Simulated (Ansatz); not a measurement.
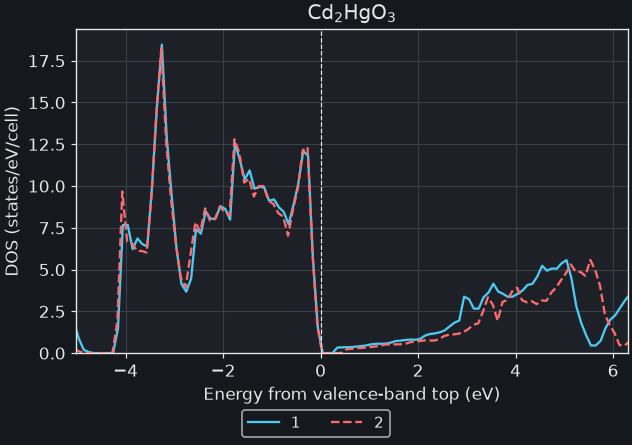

Total densities of states of Cd₂HgO₃, space group C2/c (No. 15), 12 atoms in the cell, by two methods on the same cell. Each is counted from its own valence-band top.

> Which curve is which? The methods: r2SCAN, PBE.

1 is PBE; 2 is r2SCAN. PBE gives a gap of 0.29 eV and r2SCAN gives a gap of 0.47 eV.

Settings. PBE: DFT PBE, scalar-relativistic, plane waves, PAW, no spin polarisation, 12×12×6 k mesh, 420 eV cutoff (Ansatz 0.2.0). r2SCAN: DFT r2SCAN, scalar-relativistic, plane waves, PAW, no spin polarisation, 12×12×6 k mesh, 500 eV cutoff (Ansatz).

The structure is an invented one, so it need not be a known or stable phase. Spin-orbit coupling is left out, which matters for Hg.
